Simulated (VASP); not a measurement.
Band structure of HfPd (space group Pm-3m). Method: PBEsol GGA, VASP's PBE PAW potentials (set 64) (plane waves; VASP).

Unless said otherwise, spin-orbit coupling is left out, though it shifts the bands of the heavy elements here.

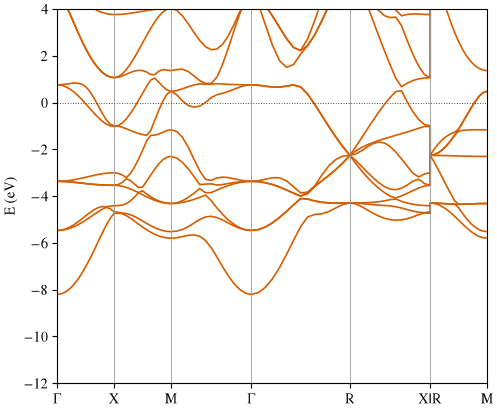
*Bands along high-symmetry lines, zero at the valence-band maximum or, without a gap, the Fermi level*

Problem. Read the plot: is there a gap, and where are the band edges?

Solution. It has no gap at this level: it comes out as a metal or semimetal. (Edges off the drawn lines would not show.)

The structure comes from a computed database's HfPd entry (Pm-3m); how it stands against other phases isn't given here. It was relaxed first.
